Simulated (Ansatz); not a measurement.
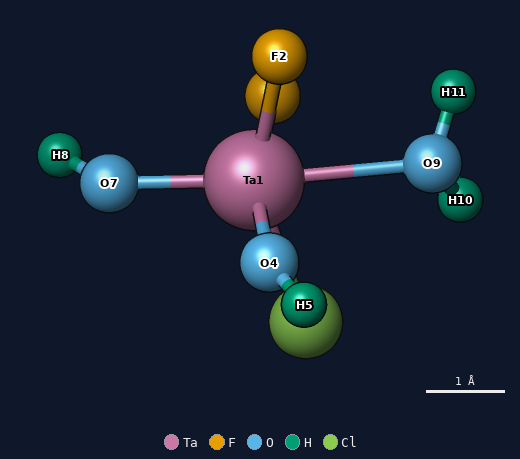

**Figure 1.** The structure as given in the input (ball-and-stick view, seen at a tilt; atoms are numbered from 1 in the order of the input). Sticks mark near contacts. Bond lengths as drawn: Cl–Ta 2.39 Å, F–Ta 1.90 to 1.91 Å, H–O 0.96 to 0.97 Å and O–Ta 1.87 to 2.31 Å.

TaH₄ClO₃F₂: nudged elastic band

TaH₄ClO₃F₂, computed with RKS PBE0-D4/def2-SVP (Ansatz 0.2.0).

One setting was made poor on purpose. It belongs to a series of runs on one base structure; here: band between the two ends. Figures and captions count atoms from 1; the log counts them from 0 in places.

### Input
```yaml
crystal:
  periodic: [false, false, false]
  atoms:
    - { symbol: Ta, position_ang: [-0.037856, -0.129056, -0.249429] }
    - { symbol: F, position_ang: [1.717141, -0.850706, -0.202793] }
    - { symbol: F, position_ang: [0.410358, 0.668456, 1.430765] }
    - { symbol: O, position_ang: [-0.250571, -0.575865, -2.05755] }
    - { symbol: H, position_ang: [-0.226236, -0.460534, -3.007357] }
    - { symbol: Cl, position_ang: [-1.604133, 1.665309, -0.478693] }
    - { symbol: O, position_ang: [-1.078705, -1.486965, 0.506753] }
    - { symbol: H, position_ang: [-1.333536, -1.722686, 1.403909] }
    - { symbol: O, position_ang: [1.309951, 1.614032, -0.947719] }
    - { symbol: H, position_ang: [0.866107, 2.455934, -0.766464] }
    - { symbol: H, position_ang: [2.156181, 1.618081, -0.478723] }
basis:
  gaussian: { orbitals: def2-SVP }
hamiltonian:
  xc: pbe0
  dispersion: d4
neb:
  order_check: false
  images: 7
  f_tol: 0.2
  max_iterations: 60
  final_atoms:
    - { symbol: Ta, position_ang: [-0.34684982, 0.43925444, -0.23605292] }
    - { symbol: F, position_ang: [1.82411691, -0.49803047, -0.12183125] }
    - { symbol: F, position_ang: [0.1257005, 0.74736623, 1.57567767] }
    - { symbol: O, position_ang: [-0.30666579, -0.05319971, -2.05781628] }
    - { symbol: H, position_ang: [-0.10476183, -0.68421646, -2.75058632] }
    - { symbol: Cl, position_ang: [-2.25318768, 1.72108534, -0.28231859] }
    - { symbol: O, position_ang: [-0.86448095, -1.30129379, 0.29884013] }
    - { symbol: H, position_ang: [-0.60141329, -1.79454286, 1.08267157] }
    - { symbol: O, position_ang: [1.18542771, 1.70326545, -0.57922582] }
    - { symbol: H, position_ang: [1.27384658, 2.05539671, -1.47389794] }
    - { symbol: H, position_ang: [1.99696867, 0.46091512, -0.30276125] }
  initial_path:
    images:
      - { positions_ang: [[-0.037856, -0.129056, -0.249429], [1.717141, -0.850706, -0.202793], [0.410358, 0.668456, 1.430765], [-0.250571, -0.575865, -2.05755], [-0.226236, -0.460534, -3.007357], [-1.604133, 1.665309, -0.478693], [-1.078705, -1.486965, 0.506753], [-1.333536, -1.722686, 1.403909], [1.309951, 1.614032, -0.947719], [0.866107, 2.455934, -0.766464], [2.156181, 1.618081, -0.478723]] }
      - { positions_ang: [[-0.02659371, -0.09214621, -0.18383663], [1.85921695, -0.6111874, -0.14653188], [0.30653918, 0.53315814, 1.55803375], [-0.18296116, -0.45569032, -2.04411611], [-0.31577441, -0.55719629, -2.83122754], [-1.53048192, 1.77509977, -0.3872657], [-1.04263494, -1.55670938, 0.40698317], [-1.39627008, -1.73290805, 1.27310755], [1.14963939, 1.69685748, -0.98508687], [1.02124999, 2.27907588, -0.98886592], [2.08677172, 1.51764639, -0.51849481]] }
      - { positions_ang: [[-0.01533142, -0.05523643, -0.11824426], [2.00129289, -0.37166881, -0.09027076], [0.20272035, 0.39786027, 1.68530249], [-0.11535132, -0.33551565, -2.03068222], [-0.40531283, -0.65385859, -2.65509808], [-1.45683084, 1.88489054, -0.2958384], [-1.00656487, -1.62645376, 0.30721333], [-1.45900416, -1.7431301, 1.1423061], [0.98932777, 1.77968296, -1.02245473], [1.17639298, 2.10221776, -1.21126784], [2.01736243, 1.41721178, -0.55826663]] }
      - { positions_ang: [[-0.00406913, -0.01832664, -0.05265189], [2.14336884, -0.13215021, -0.03400964], [0.09890153, 0.26256241, 1.81257124], [-0.04774149, -0.21534097, -2.01724833], [-0.49485124, -0.75052088, -2.47896862], [-1.38317976, 1.99468132, -0.2044111], [-0.97049481, -1.69619814, 0.2074435], [-1.52173824, -1.75335215, 1.01150465], [0.82901616, 1.86250845, -1.0598226], [1.33153598, 1.92535964, -1.43366976], [1.94795315, 1.31677717, -0.59803844]] }
      - { positions_ang: [[0.00719316, 0.01858315, 0.01294048], [2.28544479, 0.10736839, 0.02225148], [-0.0049173, 0.12726454, 1.93983998], [0.01986835, -0.0951663, -2.00381444], [-0.58438965, -0.84718317, -2.30283917], [-1.30952868, 2.10447209, -0.1129838], [-0.93442474, -1.76594252, 0.10767366], [-1.58447232, -1.7635742, 0.8807032], [0.66870455, 1.94533393, -1.09719047], [1.48667897, 1.74850153, -1.65607168], [1.87854386, 1.21634256, -0.63781025]] }
      - { positions_ang: [[-0.08131759, 0.12375097, -0.04930787], [2.17011282, -0.04398133, -0.0137692], [0.02773715, 0.28228996, 1.8487994], [-0.06176518, -0.08467465, -2.0173149], [-0.4644827, -0.80644149, -2.41477596], [-1.54544343, 2.0086254, -0.1553175], [-0.91693879, -1.64978033, 0.15546528], [-1.33870756, -1.77131636, 0.93119529], [0.79788534, 1.88481681, -0.9676993], [1.43347087, 1.82522532, -1.61052825], [1.90815006, 1.0274857, -0.554048]] }
      - { positions_ang: [[-0.16982833, 0.2289188, -0.11155622], [2.05478085, -0.19533104, -0.04978988], [0.0603916, 0.43731539, 1.75775883], [-0.14339872, -0.074183, -2.03081536], [-0.34457574, -0.76569981, -2.52671275], [-1.78135818, 1.91277871, -0.19765119], [-0.89945285, -1.53361815, 0.2032569], [-1.09294281, -1.77905853, 0.98168739], [0.92706613, 1.82429969, -0.83820814], [1.38026277, 1.90194912, -1.56498481], [1.93775627, 0.83862884, -0.47028575]] }
      - { positions_ang: [[-0.25833908, 0.33408662, -0.17380457], [1.93944888, -0.34668075, -0.08581057], [0.09304605, 0.59234081, 1.66671825], [-0.22503225, -0.06369136, -2.04431582], [-0.22466879, -0.72495814, -2.63864953], [-2.01727293, 1.81693203, -0.23998489], [-0.8819669, -1.41745597, 0.25104851], [-0.84717805, -1.7868007, 1.03217948], [1.05624692, 1.76378257, -0.70871698], [1.32705468, 1.97867292, -1.51944138], [1.96736247, 0.64977198, -0.3865235]] }
      - { positions_ang: [[-0.34684982, 0.43925444, -0.23605292], [1.82411691, -0.49803047, -0.12183125], [0.1257005, 0.74736623, 1.57567767], [-0.30666579, -0.05319971, -2.05781628], [-0.10476183, -0.68421646, -2.75058632], [-2.25318768, 1.72108534, -0.28231859], [-0.86448095, -1.30129379, 0.29884013], [-0.60141329, -1.79454286, 1.08267157], [1.18542771, 1.70326545, -0.57922582], [1.27384658, 2.05539671, -1.47389794], [1.99696867, 0.46091512, -0.30276125]] }
```

Run on 4 threads of Arm Neoverse V2, 24 GiB of memory available, shared host.

Run as:
```bash
ansatz run input.yaml --threads 4 --pin off --max-ram 5120MiB --backend cpu --events-out ev --progress --plain --runs-dir out
```

### Output
```
Engine: ansatz 0.2.0, aarch64-unknown-linux-gnu
Functional definition: PBE0
  parameter a = 0.25
  parameter kappa = 0.804
  parameter beta = 0.06672455060314922
  exchange = (1 - a)*pbe_x(kappa = kappa, mu = beta*pi^2/3) + a*exact_x
  correlation = pbe_c(beta = beta)
1435 factors; integrals over basis functions are off by at most 3.7e-4 eV
mean field evaluation 1: about -25680.3649 eV, gradient 9.0e1 eV
mean field evaluation 2: about -25608.2518 eV, gradient 2.2e2 eV
mean field evaluation 4: about -25694.0880 eV, gradient 1.2e1 eV
mean field evaluation 8: about -25694.4339 eV, gradient 3.6e-1 eV
mean field evaluation 16: about -25694.4342 eV, gradient 2.3e-4 eV
mean field -25694.43419823 eV, -944.2530404720 hartree, gradient 1.8e-5 eV, S^2 0.000000; 0 other end points of the search recorded, 0 dependent functions left out
the calculation of the forces begins
reference -25694.43425033 eV, -944.2530423866 hartree; 38, 38 occupied and 102, 102 virtual orbitals, 1435 factors
1437 factors; integrals over basis functions are off by at most 1.2e-3 eV
mean field evaluation 32: about -25693.4657 eV, gradient 4.0e-3 eV
mean field -25693.46566774 eV, -944.2174476328 hartree, gradient 5.2e-5 eV, S^2 0.000000; 0 other end points of the search recorded, 0 dependent functions left out
[... from here on the field's lines of each further geometry are left out, up to the last ...]
NEB iter   1: max|band force component| = 2.492e2 eV/Å  barrier→ = 45.4967 eV  barrier← = 44.5260 eV  Δτ_max = 0.2000 Å  (287 SCF iters)
NEB iter   2: max|band force component| = 3.040e1 eV/Å  barrier→ = 5.7714 eV  barrier← = 4.8007 eV  Δτ_max = 0.2000 Å  (263 SCF iters)
NEB iter   3: max|band force component| = 2.164e1 eV/Å  barrier→ = 3.5138 eV  barrier← = 2.5431 eV  Δτ_max = 0.1983 Å  (247 SCF iters)
NEB iter   4: max|band force component| = 8.109e0 eV/Å  barrier→ = 1.3151 eV  barrier← = 0.3443 eV  Δτ_max = 0.2000 Å  (249 SCF iters)
NEB iter   5: max|band force component| = 5.861e0 eV/Å  barrier→ = 1.4333 eV  barrier← = 0.4626 eV  Δτ_max = 0.1977 Å  (248 SCF iters)
NEB iter   6: max|band force component| = 8.984e0 eV/Å  barrier→ = 1.1012 eV  barrier← = 0.1305 eV  Δτ_max = 0.1012 Å  (239 SCF iters)
NEB iter   7: max|band force component| = 4.530e0 eV/Å  barrier→ = 1.0204 eV  barrier← = 0.0497 eV  Δτ_max = 0.1010 Å  (231 SCF iters)
NEB iter   8: max|band force component| = 1.573e0 eV/Å  barrier→ = 0.9978 eV  barrier← = 0.0270 eV  Δτ_max = 0.2000 Å  (235 SCF iters)
NEB iter   9: max|band force component| = 2.524e0 eV/Å  barrier→ = 0.9978 eV  barrier← = 0.0270 eV  Δτ_max = 0.0994 Å  (243 SCF iters)
NEB iter  10: max|band force component| = 9.413e-1 eV/Å  barrier→ = 0.9918 eV  barrier← = 0.0211 eV  Δτ_max = 0.2000 Å  (226 SCF iters)
NEB iter  11: max|band force component| = 7.217e-1 eV/Å  barrier→ = 0.9889 eV  barrier← = 0.0182 eV  Δτ_max = 0.1105 Å  (231 SCF iters)
NEB iter  12: max|band force component| = 2.847e-1 eV/Å  barrier→ = 0.9878 eV  barrier← = 0.0170 eV  CI = image 7  Δτ_max = 0.1982 Å  (232 SCF iters)
NEB iter  13: max|band force component| = 2.933e-1 eV/Å  barrier→ = 0.9927 eV  barrier← = 0.0220 eV  CI = image 7  Δτ_max = 0.0442 Å  (228 SCF iters)
the calculation of the forces begins
reference -25693.84394488 eV, -944.2313490615 hartree; 38, 38 occupied and 102, 102 virtual orbitals, 1435 factors
1436 factors; integrals over basis functions are off by at most 1.7e-3 eV
mean field -25693.44536906 eV, -944.2167016702 hartree, gradient 1.4e-5 eV, S^2 0.000000; 1 other end points of the search recorded, 0 dependent functions left out
the calculation of the forces begins
reference -25693.44542190 eV, -944.2167036122 hartree; 38, 38 occupied and 102, 102 virtual orbitals, 1436 factors
NEB iter  14: max|band force component| = 1.231e-1 eV/Å  barrier→ = 0.9911 eV  barrier← = 0.0204 eV  CI = image 7  Δτ_max = 0.0000 Å  (459 SCF iters)
```

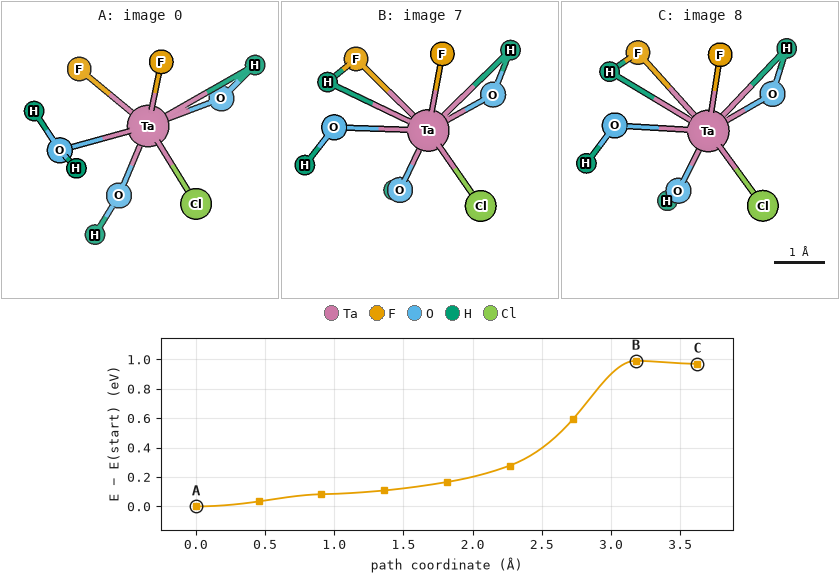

**Figure 2.** Images of the last band (counted from 0; ball-and-stick, seen at a tilt) above the energy along the path; the line is a cubic interpolation that uses the forces. The highest image is number 7, 0.991 eV above the start and 0.020 eV above the end (the climbing image); the end lies 0.971 eV above the start. The path is 3.62 Å long. The band converged in 14 iterations.

```
Total energy: -25693.65804941 eV, -944.2245175287 hartree
Atom 0 at    -0.309427     0.399622    -0.241921 Å, force    -0.132778     0.009733     0.001230 eV/Å
Atom 1 at     1.779227    -0.449772    -0.214838 Å, force     0.034462    -0.062111    -0.040701 eV/Å
Atom 2 at     0.143145     0.628466     1.587909 Å, force    -0.015225     0.002039    -0.022046 eV/Å
Atom 3 at    -0.307499    -0.102362    -2.067572 Å, force     0.058584    -0.084299     0.092509 eV/Å
Atom 4 at    -0.095453    -0.871824    -2.603120 Å, force    -0.021044     0.063146    -0.062729 eV/Å
Atom 5 at    -2.149953     1.778005    -0.282100 Å, force     0.005482    -0.012026     0.001770 eV/Å
Atom 6 at    -0.902460    -1.332930     0.249045 Å, force     0.027066     0.037221     0.030396 eV/Å
Atom 7 at    -0.735118    -1.749661     1.102358 Å, force    -0.010360    -0.016654    -0.011419 eV/Å
Atom 8 at     1.236474     1.707094    -0.570995 Å, force     0.086295     0.025193     0.011408 eV/Å
Atom 9 at     1.334560     2.216028    -1.383133 Å, force    -0.019502    -0.012120    -0.031820 eV/Å
Atom 10 at     1.935204     0.573335    -0.422934 Å, force    -0.012979     0.049878     0.031403 eV/Å
Dipole moment:     0.237759    -0.206841    -0.526668 e Å
this run last wrote the band of iteration 14 to [file]
```

### The last band as extended XYZ (Å, eV, eV/Å)
```
11
Properties=species:S:1:pos:R:3:forces:R:3 image=0 energy=-25694.64914
Ta   -0.0379   -0.1291   -0.2494    0.0188  -0.0007   0.0150
F     1.7171   -0.8507   -0.2028   -0.0105   0.0010  -0.0083
F     0.4104    0.6685    1.4308   -0.0068   0.0035  -0.0043
O    -0.2506   -0.5759   -2.0575    0.0006   0.0040  -0.0122
H    -0.2262   -0.4605   -3.0074    0.0021  -0.0046   0.0075
Cl   -1.6041    1.6653   -0.4787    0.0005  -0.0015   0.0039
O    -1.0787   -1.4870    0.5068   -0.0061  -0.0007   0.0007
H    -1.3335   -1.7227    1.4039    0.0019   0.0005  -0.0015
O     1.3100    1.6140   -0.9477    0.0154   0.0046   0.0071
H     0.8661    2.4559   -0.7665    0.0010  -0.0069  -0.0004
H     2.1562    1.6181   -0.4787   -0.0169   0.0008  -0.0075
11
Properties=species:S:1:pos:R:3:forces:R:3 image=1 energy=-25694.61528
Ta   -0.0325   -0.1027   -0.2179    0.0073   0.0407  -0.0209
F     1.7466   -0.7597   -0.1303    0.0028  -0.0170  -0.0151
F     0.2403    0.5672    1.5508    0.0359   0.0295  -0.0323
O    -0.2206   -0.5604   -2.0246   -0.0308  -0.0303  -0.0323
H    -0.3983   -0.5848   -2.9633    0.0141   0.0076  -0.0145
Cl   -1.5915    1.6882   -0.4740    0.0041  -0.0121  -0.0168
O    -1.0742   -1.5230    0.4332   -0.0032  -0.0046   0.0373
H    -1.2981   -1.7289    1.3469   -0.0045   0.0022   0.0180
O     1.3153    1.6398   -0.8713   -0.0222  -0.0184  -0.0780
H     0.9855    2.5465   -0.8370   -0.0148  -0.0062   0.0784
H     2.2562    1.6137   -0.6598    0.0112   0.0085   0.0761
11
Properties=species:S:1:pos:R:3:forces:R:3 image=2 energy=-25694.56625
Ta   -0.0260   -0.0700   -0.1725    0.0603  -0.0087   0.0113
F     1.7624   -0.7068   -0.0801   -0.0251  -0.0021   0.0147
F     0.1426    0.4951    1.6381   -0.0009   0.0012  -0.0021
O    -0.1483   -0.5051   -1.9985   -0.0474  -0.0116  -0.0085
H    -0.4256   -0.6359   -2.9036    0.0097   0.0054  -0.0183
Cl   -1.5969    1.6979   -0.4646    0.0136  -0.0017  -0.0190
O    -1.0746   -1.5270    0.3966    0.0138   0.0103   0.0092
H    -1.3032   -1.7201    1.3129   -0.0087  -0.0019  -0.0001
O     1.3318    1.7120   -0.6423   -0.0032  -0.0623   0.0248
H     1.0097    2.5119   -1.0726   -0.0082   0.0421   0.0018
H     2.2567    1.5439   -0.8608   -0.0039   0.0293  -0.0138
11
Properties=species:S:1:pos:R:3:forces:R:3 image=3 energy=-25694.54050
Ta   -0.1086   -0.0090   -0.1687   -0.0437  -0.0190  -0.0037
F     1.6756   -0.6883   -0.1373    0.0258  -0.0116   0.0139
F     0.2001    0.4932    1.6412    0.0090  -0.0112  -0.0071
O    -0.2358   -0.4406   -1.9961    0.0388  -0.0319   0.0145
H    -0.1387   -0.7714   -2.8872   -0.0321   0.0153  -0.0223
Cl   -1.6541    1.7728   -0.3780    0.0193  -0.0160  -0.0116
O    -1.1409   -1.4708    0.4152    0.0141   0.0119   0.0197
H    -1.2705   -1.7221    1.3367   -0.0435   0.0085  -0.0001
O     1.3022    1.7326   -0.6455    0.0462   0.0038  -0.0188
H     1.0874    2.4613   -1.2394   -0.0224   0.0113   0.0421
H     2.2120    1.4383   -0.7882   -0.0116   0.0390  -0.0266
11
Properties=species:S:1:pos:R:3:forces:R:3 image=4 energy=-25694.48301
Ta   -0.1811    0.0611   -0.1636    0.0042  -0.1069   0.0073
F     1.6042   -0.6552   -0.1792    0.0074  -0.0231   0.0156
F     0.2334    0.5682    1.6228    0.0158  -0.0219   0.0018
O    -0.3025   -0.3400   -2.0051    0.0390  -0.0550  -0.0074
H    -0.0410   -0.7835   -2.8117   -0.0227   0.0227  -0.0374
Cl   -1.7763    1.7810   -0.3199    0.0288   0.0222  -0.0066
O    -1.1357   -1.4437    0.4359    0.0303   0.0223   0.0474
H    -1.1084   -1.7932    1.3341   -0.1018   0.0023   0.0019
O     1.2849    1.7608   -0.6571    0.0140   0.0121   0.0610
H     1.2049    2.3252   -1.4342   -0.0134   0.0212  -0.0065
H     2.1462    1.3153   -0.6693   -0.0017   0.1041  -0.0771
11
Properties=species:S:1:pos:R:3:forces:R:3 image=5 energy=-25694.37079
Ta   -0.2373    0.1542   -0.1783    0.0101  -0.1111   0.0121
F     1.5487   -0.6181   -0.1858   -0.0434  -0.0501   0.0047
F     0.1900    0.6444    1.6096    0.0231  -0.0164   0.0112
O    -0.3240   -0.2086   -2.0402    0.0261  -0.0804   0.0417
H    -0.0533   -0.8408   -2.7085    0.0162   0.0545  -0.0754
Cl   -1.9050    1.7949   -0.3117    0.1146   0.0089  -0.0028
O    -1.0952   -1.4121    0.3897   -0.0733  -0.0258   0.0704
H    -0.9335   -1.8284    1.2441   -0.1317  -0.0646   0.0367
O     1.3221    1.7688   -0.6178   -0.0597   0.0560  -0.0065
H     1.3539    2.2055   -1.4772   -0.0323   0.0264  -0.0344
H     2.0623    1.1362   -0.5712    0.1500   0.2026  -0.0577
11
Properties=species:S:1:pos:R:3:forces:R:3 image=6 energy=-25694.05629
Ta   -0.2718    0.2710   -0.2144    0.1170  -0.3455   0.2015
F     1.6043   -0.5293   -0.1890   -0.4492  -0.2040   0.0058
F     0.1349    0.6573    1.6011   -0.0356   0.0361   0.0436
O    -0.3079   -0.1398   -2.0618    0.0172  -0.0329  -0.0434
H    -0.0753   -0.8641   -2.6467    0.0360   0.0424  -0.1248
Cl   -2.0511    1.7811   -0.3176    0.2328  -0.0336  -0.0027
O    -0.9915   -1.3734    0.3024   -0.2134  -0.1802   0.1099
H    -0.7920   -1.7818    1.1514   -0.0837  -0.1368   0.0919
O     1.3385    1.7159   -0.5640    0.1818   0.0870   0.0242
H     1.4089    2.1748   -1.4087    0.1679  -0.0738  -0.0672
H     1.9318    0.8843   -0.5001    0.0292   0.8414  -0.2387
11
Properties=species:S:1:pos:R:3:forces:R:3 image=7 energy=-25693.65800
Ta   -0.3094    0.3996   -0.2419   -0.1328   0.0097   0.0012
F     1.7792   -0.4498   -0.2148    0.0345  -0.0621  -0.0407
F     0.1431    0.6285    1.5879   -0.0152   0.0020  -0.0220
O    -0.3075   -0.1024   -2.0676    0.0586  -0.0843   0.0925
H    -0.0955   -0.8718   -2.6031   -0.0210   0.0631  -0.0627
Cl   -2.1500    1.7780   -0.2821    0.0055  -0.0120   0.0018
O    -0.9025   -1.3329    0.2490    0.0271   0.0372   0.0304
H    -0.7351   -1.7497    1.1024   -0.0104  -0.0167  -0.0114
O     1.2365    1.7071   -0.5710    0.0863   0.0252   0.0114
H     1.3346    2.2160   -1.3831   -0.0195  -0.0121  -0.0318
H     1.9352    0.5733   -0.4229   -0.0130   0.0499   0.0314
11
Properties=species:S:1:pos:R:3:forces:R:3 image=8 energy=-25693.67841
Ta   -0.3468    0.4393   -0.2361   -0.0154  -0.0191   0.0244
F     1.8241   -0.4980   -0.1218   -0.0069   0.0000  -0.0159
F     0.1257    0.7474    1.5757   -0.0142   0.0079  -0.0289
O    -0.3067   -0.0532   -2.0578    0.0084  -0.0094   0.0047
H    -0.1048   -0.6842   -2.7506   -0.0079   0.0111   0.0045
Cl   -2.2532    1.7211   -0.2823    0.0030  -0.0090   0.0030
O    -0.8645   -1.3013    0.2988    0.0090   0.0234  -0.0067
H    -0.6014   -1.7945    1.0827    0.0010  -0.0019   0.0049
O     1.1854    1.7033   -0.5792    0.0075  -0.0111  -0.0233
H     1.2738    2.0554   -1.4739    0.0061   0.0018   0.0255
H     1.9970    0.4609   -0.3028    0.0094   0.0062   0.0078
```

### Key numbers

| quantity | value |
| --- | --- |
| outcome | converged |
| barrier, forward | 0.991 eV |
| barrier, backward | 0.020 eV |
| wall time | 4.9 min (CPU time 19 min) |
| peak memory | 0.45 GiB |

A deliberately poor setting: loose force. The order of the saddle point was not checked.
